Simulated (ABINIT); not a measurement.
# Quasiparticle gap of KF (Carobbiite) in ABINIT, part 2 of 2

Wanted: ground state, empty states, screening and self-energy for KF (Carobbiite).

ABINIT 10.8.3; LDA and many-body steps on it, plane waves. Known limits of the many-body steps: not at the basis limit; coarse k mesh.

So far. Step 2 (Ground state): The gap is direct, at Γ. Step 3 (Bands along the symmetry lines): The gap is 5.822 eV, as in the run before at this level.

### 4. Empty states on the mesh, 4×4×4 mesh, 47 bands

Level of this step: DFT, LDA, plane waves, norm-conserving pseudopotentials (ABINIT).

The sums over transitions need many empty states on a uniform mesh; this step solves for them.

File run.abi:

```
acell 3*1.0 Angstrom
rprim 
  -0.000000000000 2.671850000000 2.671850000000
  2.671850000000 -0.000000000000 2.671850000000
  2.671850000000 2.671850000000 0.000000000000
ntypat 2
znucl 19 9
natom 2
typat 1 2
xred 
  0.000000000000 0.000000000000 0.000000000000
  0.500000000000 0.500000000000 0.500000000000
pp_dirpath "pseudos"
pseudos "K.upf, F.upf"
ecut 36
ngkpt 4 4 4
nshiftk 1
shiftk 0 0 0
kptopt 1
chksymbreak 0
iscf -2
irdden 1
istwfk *1
nband 47
nbdbuf 4
tolwfr 1e-09
nstep 60
prtvol 0
indata_prefix "in"
outdata_prefix "out"
tmpdata_prefix "tmp"
```

Run with:

```console
OMP_NUM_THREADS=1 mpirun -n 4 abinit run.abi > log
```

Numbers of over 12 decimals in the logs are rounded to 6 here.

What it wrote:

```text
.Version 10.8.3 of ABINIT. v10.8.2 released Aug 2026.

 Symmetries : space group Fm -3 m (#225); Bravais cF (face-center cubic)
[... echo of the input left out ...]
== DATASET  1 ==================================================================
-   mpi_nproc: 4, omp_nthreads: 1 (-1 if OMP is not activated)

--- !DatasetInfo
iteration_state: {dtset: 1, }
dimensions: {natom: 2, nkpt: 8, mband: 47, nsppol: 1, nspinor: 1, nspden: 1, mpw: 2685, }
cutoff_energies: {ecut:  36.0, pawecutdg:  -1.0, }
electrons: {nelect:   1.60000000E+01, charge:   0.00000000E+00, occopt:   1.00000000E+00, tsmear:   1.00000000E-02, }

 Real(R)+Recip(G) space primitive vectors, cartesian coordinates (Bohr,Bohr^-1):
 R(1)=  0.0000000  5.0490647  5.0490647  G(1)= -0.0990282  0.0990282  0.0990282
 R(2)=  5.0490647  0.0000000  5.0490647  G(2)=  0.0990282 -0.0990282  0.0990282
 R(3)=  5.0490647  5.0490647  0.0000000  G(3)=  0.0990282  0.0990282 -0.0990282
 Unit cell volume ucvol=  2.5743217E+02 bohr^3
 Angles (23,13,12)=  6.00000000E+01  6.00000000E+01  6.00000000E+01 degrees

 getcut: wavevector=  0.0000  0.0000  0.0000  ngfft=  40  40  40
         ecut(hartree)=     36.000   => boxcut(ratio)=   2.07404

--- Pseudopotential description ------------------------------------------------
- K Generated using ONCVPSP code by D. R. Hamann
- 19.00000   9.00000  180309                  znucl, zion, pspdat
12 -1012 2 -1 2170                            pspcod,pspxc,lmax,lloc,mmax
     nproj     2     2     2
  pspatm : epsatm=    8.21740868
         --- l  ekb(1:nproj) -->
             0   10.940065    0.829722
             1    4.437415    0.568178
             2   -3.386874   -1.066382
 pspatm: atomic psp has been read  and splines computed

- F Generated using ONCVPSP code by D. R. Hamann
-  9.00000   7.00000  201202                  znucl, zion, pspdat
12 -1012 2 -1 824                             pspcod,pspxc,lmax,lloc,mmax
     nproj     2     2     1
  pspatm : epsatm=    4.94580260
         --- l  ekb(1:nproj) -->
[...]
2   -2.364936
 pspatm: atomic psp has been read  and splines computed

--------------------------------------------------------------------------------

================================================================================
 prteigrs : about to open file out_EIG
 Non-SCF case, kpt    1 (  0.00000  0.00000  0.00000), residuals and eigenvalues=
  9.32E-11  4.92E-10  2.36E-10  2.55E-10  3.58E-10  1.31E-10  4.27E-10  5.33E-10
  4.33E-11  7.97E-11  1.27E-10  2.97E-10  6.73E-11  3.13E-10  7.81E-10  7.13E-11
  3.70E-10  6.13E-10  6.03E-10  5.15E-10  9.73E-10  4.18E-11  1.04E-10  6.57E-10
[...]
6.72E-10  4.96E-10  9.46E-10  1.27E-09  5.57E-08  2.90E-07  1.73E-06
 -9.5408E-01 -6.7957E-01 -3.4519E-01 -3.4519E-01 -3.4519E-01 -1.1226E-02
 -1.1226E-02 -1.1226E-02  2.0271E-01  3.7626E-01  3.7626E-01  3.7626E-01
  4.3854E-01  4.3854E-01  5.8945E-01  8.6982E-01  8.6982E-01  8.6982E-01
  8.7595E-01  8.7595E-01  8.7595E-01  9.5985E-01  9.5985E-01  9.5985E-01
  1.0327E+00  1.0327E+00  1.1783E+00  1.3809E+00  1.3809E+00  1.3809E+00
  1.4589E+00  1.5046E+00  1.5046E+00  1.5965E+00  1.5965E+00  1.5965E+00
  1.8737E+00  1.8737E+00  1.8737E+00  1.9011E+00  1.9092E+00  1.9092E+00
  1.9092E+00  1.9600E+00  1.9600E+00  1.9600E+00  2.0096E+00
 prteigrs : prtvol=0 or 1, do not print more k-points.

--- !ResultsGS
iteration_state: {dtset: 1, }
comment   : Summary of ground state results
lattice_vectors:
- [ -0.0000000,   5.0490647,   5.0490647, ]
- [  5.0490647,  -0.0000000,   5.0490647, ]
- [  5.0490647,   5.0490647,   0.0000000, ]
lattice_lengths: [   7.14046,    7.14046,    7.14046, ]
lattice_angles: [ 60.000,  60.000,  60.000, ] # degrees, (23, 13, 12)
lattice_volume:   2.5743217E+02
convergence: {deltae:  0.000E+00, res2:  0.000E+00, residm:  9.912E-10, diffor:  0.000E+00, }
etotal    :  -5.46143363E+01
entropy   :   0.00000000E+00
fermie    :  -1.12255201E-02
cartesian_stress_tensor: null
pressure_GPa: null
xred      :
- [  0.0000E+00,   0.0000E+00,   0.0000E+00,  K]
- [  5.0000E-01,   5.0000E-01,   5.0000E-01,  F]
cartesian_forces: null
force_length_stats: {min: null, max: null, mean: null, }

 Integrated electronic density in atomic spheres:
 ------------------------------------------------
 Atom  Sphere_radius  Integrated_density
[...]
================================================================================

 ----iterations are completed or convergence reached----

 Mean square residual over all n,k,spin=   40.773E-11; max=  99.122E-11
 reduced coordinates (array xred) for    2 atoms
       0.000000000000      0.000000000000      0.000000000000
       0.500000000000      0.500000000000      0.500000000000

 cartesian coordinates (angstrom) at end:
    1      0.000000     0.000000     0.000000
    2      2.671850     2.671850     2.671850
 length scales=  1.889726125908  1.889726125908  1.889726125908 bohr
              =  1.000000000000  1.000000000000  1.000000000000 angstroms
 prteigrs : about to open file out_EIG
 Eigenvalues (hartree) for nkpt=   8  k points:
 kpt#   1, nband= 47, wtk=  0.01563, kpt=  0.0000  0.0000  0.0000 (reduced coord)
[...]
1.03271    1.03271    1.17830    1.38092    1.38092    1.38092    1.45888    1.50464
   1.50464    1.59650    1.59650    1.59650    1.87373    1.87373    1.87373    1.90111
   1.90920    1.90920    1.90920    1.96003    1.96003    1.96003    2.00955
 prteigrs : prtvol=0 or 1, do not print more k-points.

== END DATASET(S) ==============================================================
================================================================================

 -outvars: echo values of variables after computation  --------
            nband          47
             nkpt           8
          spgroup         225
 [... the other variables as echoed above ...]

 Calculation completed.
```

Elapsed: 11 s, on 4 MPI ranks of Arm Neoverse N1, shared host; peak memory 0.26 GiB.

Numbers from this step:

| Quantity | Value |
| --- | --- |
| gap | 5.822 eV |
| k of the valence top | 0, 0, 0 |
| k of the conduction bottom | 0, 0, 0 |
| least direct gap | 5.822 eV |
| k points computed | 8 |
| lowest point of the top converged band, above the valence top | 50.0072 eV |

On this mesh the gap is 5.822 eV.

### 5. Screening, 4×4×4 mesh, 43 bands, screening to 106.1 eV

The RPA dielectric matrix is built and inverted for each q.

This step: RPA screening on LDA, plane waves, norm-conserving pseudopotentials.

run.abi: that of step 4 with these lines changed.

```diff
@@ -20,10 +20,11 @@
 chksymbreak 0
-iscf -2
-irdden 1
 istwfk *1
-nband 47
-nbdbuf 4
-tolwfr 1e-09
-nstep 60
-prtvol 0
+occopt 1
+irdwfk 1
+optdriver 3
+nband 43
+ecuteps 3.9
+inclvkb 2
+awtr 1
+symchi 1
 indata_prefix "in"
```

What it wrote:

```text
.Version 10.8.3 of ABINIT. v10.8.2 released Aug 2026.

 Symmetries : space group Fm -3 m (#225); Bravais cF (face-center cubic)
[... echo of the input left out ...]
== DATASET  1 ==================================================================
-   mpi_nproc: 4, omp_nthreads: 1 (-1 if OMP is not activated)

--- !DatasetInfo
iteration_state: {dtset: 1, }
dimensions: {natom: 2, nkpt: 8, mband: 43, nsppol: 1, nspinor: 1, nspden: 1, mpw: 2685, }
cutoff_energies: {ecut:  36.0, pawecutdg:  -1.0, }
electrons: {nelect:   1.60000000E+01, charge:   0.00000000E+00, occopt:   1.00000000E+00, tsmear:   1.00000000E-02, }

 SCREENING: Calculation of the susceptibility and dielectric matrices

 Based on a program developped by R.W. Godby, V. Olevano, G. Onida, and L. Reining.
 Incorporated in ABINIT by V. Olevano, G.-M. Rignanese, and M. Torrent.
.Using double precision arithmetic ; gwpc =  8

[... cell and pseudopotentials left out ...]
--------------------------------------------------------------------------------

 ==== K-mesh for the wavefunctions ====
 Number of points in the irreducible wedge :     8
[... list of points left out ...]
 Together with 48 symmetry operations and time-reversal symmetry
 yields    64 points in the full Brillouin Zone.

 ==== Q-mesh for the screening function ====
 Number of points in the irreducible wedge :     8
[... list of points left out ...]
 Together with 48 symmetry operations and time-reversal symmetry
 yields    64 points in the full Brillouin Zone.

 setmesh: FFT mesh size selected  =    25x   25x   25
          total number of points  =        15625

 vcoul_init : cutoff-mode = AUXILIARY_FUNCTION
 q-points for optical limit:   1
     1)      0.000010    0.000020    0.000030

- screening: taking advantage of time-reversal symmetry
- Maximum band index for partially occupied states nbvw = 8
- Remaining bands to be divided among processors   nbcw = 35
- Number of bands treated by each node ~8

 Number of electrons calculated from density =   16.0000; Expected =   16.0000
 average of density, n =  0.062152
 r_s =    1.5661
 omega_plasma =   24.0483 [eV]

 calculating chi0 at frequencies [eV] :
  1    0.000000E+00    0.000000E+00
  2    0.000000E+00    2.404829E+01

--------------------------------------------------------------------------------
  q-point number  1        q = ( 0.000000, 0.000000, 0.000000) [r.l.u.]
--------------------------------------------------------------------------------
[... chi0 elements left out ...]
 For q-point:  0.000010 0.000020 0.000030
  dielectric constant =   1.9483
  dielectric constant without local fields =   2.1502

  Average fulfillment of the sum rule on Im[epsilon] for q-point    1 :     42.91  [%]
[... wings left out ...]
  q-point number  2        q = ( 0.250000, 0.000000, 0.000000) [r.l.u.]
--------------------------------------------------------------------------------
[... chi0 elements left out ...]
  Average fulfillment of the sum rule on Im[epsilon] for q-point    2 :     58.73  [%]

 [... 6 further q-points ...]
```

Wall time 10 s (4 MPI ranks); peak memory 0.45 GiB; 40 s of CPU time.

This step gave:

| Item | Value |
| --- | --- |
| ε∞ with local fields, on this mesh, along the program's q direction | 1.948 |
| the same without local fields | 2.150 |
| plasma frequency | 24.05 eV |
| plane waves in the screening matrix | 113 |

Local fields lower ε∞ by 9 %. On a Γ-centred mesh this coarse the value itself is usually too large, while a short band sum pulls it down.

### 6. Self-energy, 4×4×4 mesh, 43 bands, screening to 106.1 eV

The self-energy is evaluated for the states that the input lists, and the levels follow from it, in one-shot runs by the linearised quasiparticle equation.

This step: G0W0 on LDA, plane waves, norm-conserving pseudopotentials.

run.abi: that of step 5 with these lines changed.

```diff
@@ -23,8 +23,15 @@
 irdwfk 1
-optdriver 3
+optdriver 4
 nband 43
+gwcalctyp 0
+ecutsigx 36
+symsigma 1
+nkptgw 1
+kptgw 
+  0.0000000000 0.0000000000 0.0000000000
+bdgw 
+  6 12
 ecuteps 3.9
-inclvkb 2
-awtr 1
-symchi 1
+irdscr 1
+ppmodel 1
 indata_prefix "in"
```

What it wrote:

```text
.Version 10.8.3 of ABINIT. v10.8.2 released Aug 2026.

 Symmetries : space group Fm -3 m (#225); Bravais cF (face-center cubic)
[... echo of the input left out ...]
== DATASET  1 ==================================================================
-   mpi_nproc: 4, omp_nthreads: 1 (-1 if OMP is not activated)

--- !DatasetInfo
iteration_state: {dtset: 1, }
dimensions: {natom: 2, nkpt: 8, mband: 43, nsppol: 1, nspinor: 1, nspden: 1, mpw: 2685, }
cutoff_energies: {ecut:  36.0, pawecutdg:  -1.0, }
electrons: {nelect:   1.60000000E+01, charge:   0.00000000E+00, occopt:   1.00000000E+00, tsmear:   1.00000000E-02, }

 SIGMA: Calculation of the GW corrections

 Based on a program developped by R.W. Godby, V. Olevano, G. Onida, and L. Reining.
 Incorporated in ABINIT by V. Olevano, G.-M. Rignanese, and M. Torrent.
.Using double precision arithmetic ; gwpc =  8

[... cell and pseudopotentials left out ...]
--------------------------------------------------------------------------------

 ==== K-mesh for the wavefunctions ====
 Number of points in the irreducible wedge :     8
[... list of points left out ...]
 Together with 48 symmetry operations and time-reversal symmetry
 yields    64 points in the full Brillouin Zone.

 ==== Q-mesh for screening function ====
 Number of points in the irreducible wedge :     8
[... list of points left out ...]
 Together with 48 symmetry operations and time-reversal symmetry
 yields    64 points in the full Brillouin Zone.

 vcoul_init : cutoff-mode = AUXILIARY_FUNCTION
 q-points for optical limit:   1
     1)      0.000010    0.000020    0.000030
 setmesh: FFT mesh size selected  =    40x   40x   40
          total number of points  =        64000

 Number of electrons calculated from density =   16.0000; Expected =   16.0000
 average of density, n =  0.062152
 r_s =    1.5661
 omega_plasma =   24.0483 [eV]

 === KS Band Gaps ===
  >>>> For spin  1
   Minimum direct gap =   5.8215 [eV], located at k-point      :   0.0000  0.0000  0.0000
   Fundamental gap    =   5.8215 [eV], Top of valence bands at :   0.0000  0.0000  0.0000
                                       Bottom of conduction at :   0.0000  0.0000  0.0000
 SIGMA fundamental parameters:
 PLASMON POLE MODEL  1
 number of plane-waves for SigmaX                 2685
 number of plane-waves for SigmaC and W            113
 number of plane-waves for wavefunctions          2685
 number of bands                                    43
 number of independent spin polarizations            1
 number of spinorial components                      1
 number of k-points in IBZ                           8
 number of q-points in IBZ                           8
 number of symmetry operations                      48
 number of k-points in BZ                           64
 number of q-points in BZ                           64
 number of frequencies for dSigma/dE                 9
 frequency step for dSigma/dE [eV]                0.25
 number of omega for Sigma on real axis              0
 max omega for Sigma on real axis  [eV]           0.00
 zcut for avoiding poles [eV]                     0.10

 EPSILON^-1 parameters (SCR file):
 dimension of the eps^-1 matrix on file            113
 dimension of the eps^-1 matrix used               113
 number of plane-waves for wavefunctions          2685
 number of bands                                    43
 number of q-points in IBZ                           8
 number of frequencies                               2
 number of real frequencies                          1
 number of imag frequencies                          1

 matrix elements of self-energy operator (all in [eV])

 Perturbative Calculation

--- !SelfEnergy_ee
iteration_state: {dtset: 1, }
kpoint     : [   0.000,    0.000,    0.000, ]
spin       : 1
KS_gap     :    5.821
QP_gap     :    9.830
Delta_QP_KS:    4.009
data: !SigmaeeData |
     Band     E0 <VxcDFT>   SigX SigC(E0)      Z dSigC/dE  Sig(E)    E-E0       E
        6  -0.305 -21.597 -29.368   5.037   0.808  -0.237 -23.807  -2.210  -2.515
        7  -0.305 -21.597 -29.368   5.037   0.808  -0.237 -23.807  -2.210  -2.515
        8  -0.305 -21.597 -29.368   5.037   0.808  -0.237 -23.807  -2.210  -2.515
        9   5.516  -8.806  -4.130  -2.669   0.896  -0.116  -7.008   1.799   7.315
       10  10.239 -11.047  -4.836  -2.726   0.890  -0.123  -7.944   3.103  13.341
       11  10.239 -11.047  -4.836  -2.726   0.890  -0.123  -7.944   3.103  13.341
       12  10.239 -11.047  -4.836  -2.726   0.890  -0.123  -7.944   3.103  13.341

== END DATASET(S) ==============================================================
================================================================================

 -outvars: echo values of variables after computation  --------
           etotal      0.0000000000E+00
            nband          43
             nkpt           8
          spgroup         225
 [... the other variables as echoed above ...]

 Calculation completed.
```

Run time: 4.3 s. Hardware: 4 MPI ranks; peak memory 0.41 GiB; 17 s of CPU time.

This step gave:

| Item | Value |
| --- | --- |
| G0W0 gap on the points computed | 9.83 eV |
| starting gap on the mesh | 5.822 eV |
| k of the valence top | 0, 0, 0 |
| k of the conduction bottom | 0, 0, 0 |
| Z at the valence top | 0.808 |
| Z at the conduction bottom | 0.896 |
| least direct G0W0 gap on the computed points | 9.83 eV |

The gap on the mesh goes from 5.82 eV to 9.83 eV, a correction of +4.01 eV.

Limits: finite bands, cutoff and mesh; coarse k mesh. v1 is the top filled band, c1 the lowest empty one. Levels before and after the correction, in eV, zero at the valence-band top of each column:

```csv
,conduction bottom,valence top
Kohn-Sham,5.82,0.00
G0W0,9.83,0.00
```

```csv
,level,energy (eV)
Kohn-Sham,Γ v3-v1,0.000
Kohn-Sham,Γ c1,5.822
Kohn-Sham,Γ c2-c4,10.544
G0W0,Γ v3-v1,0.000
G0W0,Γ c1,9.830
G0W0,Γ c2-c4,15.856
```

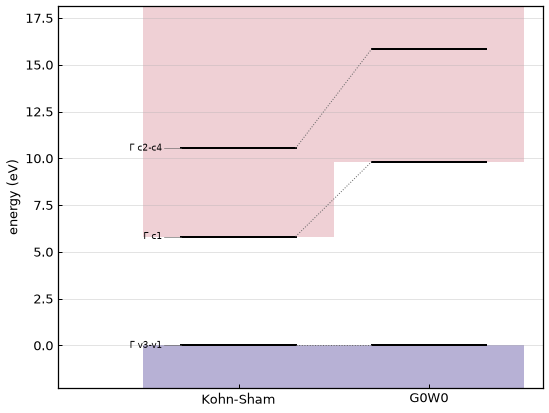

Levels before and after the correction. Shaded: valence and conduction bands.

### 7. Where the time went

Times are wall times on 4 MPI ranks of Arm Neoverse N1, shared host, good to a factor of about two.

```csv
step,time,share,memory (GiB)
ground state,10 s,20 %,0.28
bands along the symmetry lines,16 s,31 %,0.27
empty states on the mesh,11 s,21 %,0.26
screening,10 s,20 %,0.45
self-energy,4.3 s,8 %,0.41
```

### 8. What came out

| Property | Result |
| --- | --- |
| LDA gap | 5.82 eV, direct |
| G0W0 gap on the mesh | 9.83 eV |
| GW settings | 4×4×4 mesh, 43 bands, screening to 106.1 eV, Godby-Needs plasmon pole |
| known limits | not at the basis limit; coarse k mesh |

In words: G0W0 moves the gap on the mesh from 5.82 eV to 9.83 eV (+4.01 eV), with Z of 0.81 and 0.90 at the edges. Local fields lower the RPA ε∞ on this mesh from 2.15 to 1.95; a Γ-centred mesh this coarse tends to raise both, most where the direct gap is narrow, while a short band sum lowers them. Only 1 of the mesh's irreducible points was corrected, so a valley elsewhere could overtake. Bands and cutoff are finite, so the gap is not at the basis limit. The miss can reach some tenths of an eV and take either sign; the mesh is an error of its own. In the G0W0 run levels were corrected at 1 k point alone, so a gap called «on the mesh» is the least over those, and an edge elsewhere would be missed. The 4×4×4 mesh is coarse for this cell, which bears on the long-range parts of exchange and screening.

[Paths, hosts, dates, memory and timing lines, banners, echoed tables and standing remarks are left out of the program output.]

[Logs are printed without paths, hosts, clocks, repeated set-up lines and the standing remarks that a program may print on its own settings, such as how far it seeks lower states.]

[Runs of the session that timed out or met a known fault of the program may be left out.]

[Hosts, paths, dates, database ids (printed as entryN), source tags and the programs' standing remarks are cut or masked in the printed files.]

[G0W0 gaps are taken among the corrected bands and points alone; a level outside them can change the order at an edge.]

[Where Ansatz stands beside ABINIT at settings called matched, ABINIT's density can come from a denser mesh and the files from another edition; pairs whose starting gaps differed by over 0.03 eV were left out, so agreement reads better than it is.]
